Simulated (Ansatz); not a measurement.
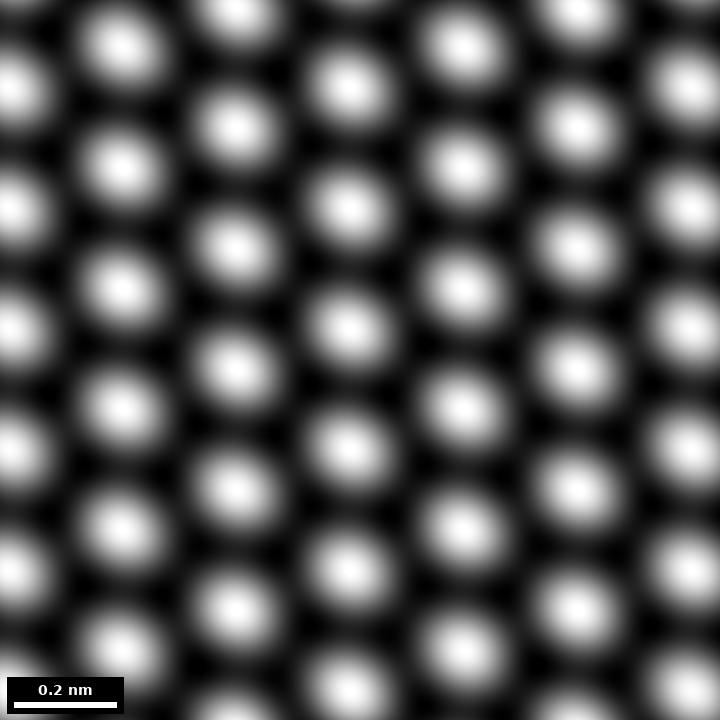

HRTEM-like image of Rh (Fm-3m, No. 225). Simulated in the weak-phase-object approximation with neutral-atom potentials: 80 kV, Cs = −40 µm, defocus +155 Å (negative is underfocus), defocus spread 15 Å, aperture 0.65 1/Å. Model: the geometry given to an electronic-structure calculation, possibly off equilibrium.

```cif
data_structure
_symmetry_space_group_name_H-M 'Fm-3m'
_symmetry_Int_Tables_number 225
_cell_length_a 3.8305
_cell_length_b 3.8305
_cell_length_c 3.8305
_cell_angle_alpha 90.000
_cell_angle_beta 90.000
_cell_angle_gamma 90.000
_cell_volume 56.21
loop_
_atom_site_label
_atom_site_type_symbol
_atom_site_symmetry_multiplicity
_atom_site_Wyckoff_symbol
_atom_site_fract_x
_atom_site_fract_y
_atom_site_fract_z
_atom_site_occupancy
Rh1 Rh 4 a 0.00000 0.00000 0.00000 1
```

> Which beam direction gives this image, [111], [001] or [110]? (Directions equivalent by symmetry count as one.)

[110]. The projected cells are 1.56 × 1.56 Å, 120° for [111]; 1.92 × 1.92 Å, 90° for [001]; 2.35 × 2.35 Å, 109° for [110], and the image repeats as the [110] one does.
